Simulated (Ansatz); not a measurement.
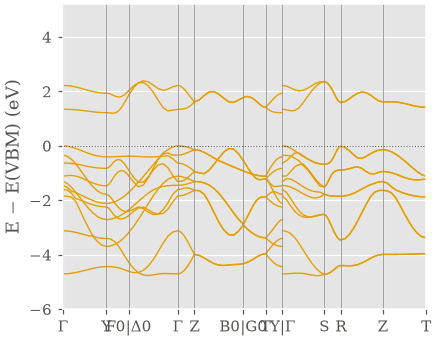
Band structure from r²SCAN+D4 in the plane-wave PAW code Ansatz

### Question
Read off the gap and where the band edges lie.

### Answer
About 1.2 eV (1.20 eV by a search for the band edges); maximum at Γ, minimum on the Y–F0 line, 30 % of the way from Y.

The material is I (molecular I2 type, space group No. 64).

Space group Cmce (molecular I2 type). The r²SCAN+D4 relaxation kept the symmetry of its start. Spin–orbit coupling is left out wherever it is not named.

Potentials: the later of the program's two PAW sets.
